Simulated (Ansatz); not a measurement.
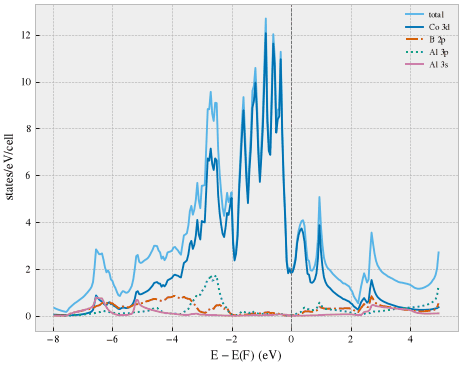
Figure. Total and projected density of states of AlCo3B (anti-perovskite, space group No. 221), DFT-PBE in the program Ansatz with PAW potentials

Problem. Which orbitals carry the states next to the Fermi level?

Solution. Within 0.5 eV of the Fermi level: Co 3d 94 %. Projections are on Löwdin-orthogonalised atomic valence shells; empty p or d shells of many metals are not among them.

Problem. Where is the tallest occupied peak in this window, and what makes it?

Solution. Near -0.8 eV, about 13 states/eV per cell; the largest projected share is Co 3d.

Space group Pm-3m (anti-perovskite). The start of the workflow was typed in or built on a structure type; neither database checked (COD, Materials Project) lists it. Its standing as an ambient phase is unchecked. Symmetry was held in the PBE relaxation; its stability against distortions is not shown here. Magnetic state: ferromagnetic, the only order run, not a proven ground state.

Potentials: the earlier of the program's two PAW sets.
